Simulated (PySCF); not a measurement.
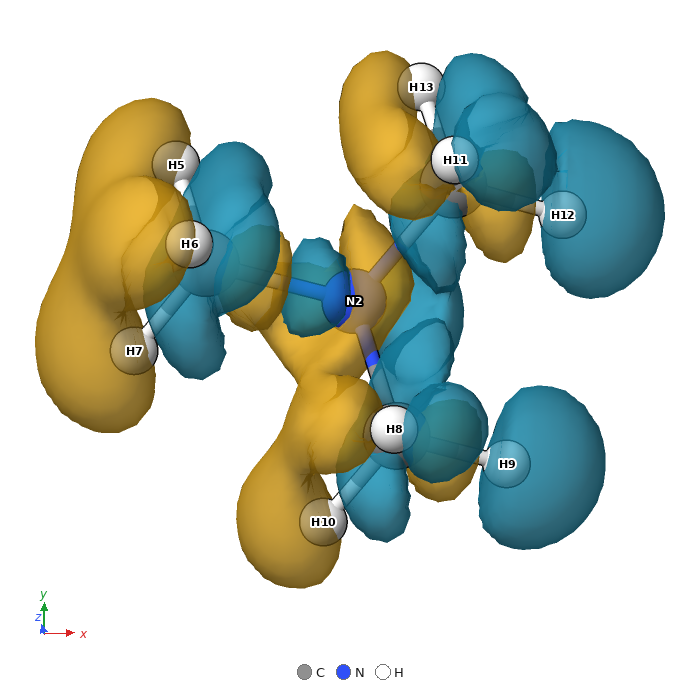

C3H9N, SMILES `CN(C)C`. Change of the electron density in a uniform field of 0.21 V/Å, surfaces at ±0.0015 e/Å³ (yellow: gain, teal: loss).

PySCF calculation, PBE/def2-TZVP, gas phase; geometry: GFN2-xTB. No frequency check shows the geometry to be a minimum. A basis without diffuse functions makes polarisabilities too small.

Along which Cartesian direction does the field point?

Along +x: electrons gather on the −x side, against the field.

What dipole is induced, and what polarisability does it imply?

The induced dipole is 0.53 D (along the field); α along this axis, from the fields in both directions, is 52 bohr³ (7.7 Å³).

Which atoms gain and lose the most charge?

Electrons gather most on H7 (Hirshfeld charge changes by −0.007 e) and leave H9 and H12 alike most (+0.008 e); 0.051 electrons are displaced in all.

Run time: 57 s on 1 thread of AMD EPYC 7R43 64-Core Processor (Zen 3) (shared host), peak memory 0.62 GiB.
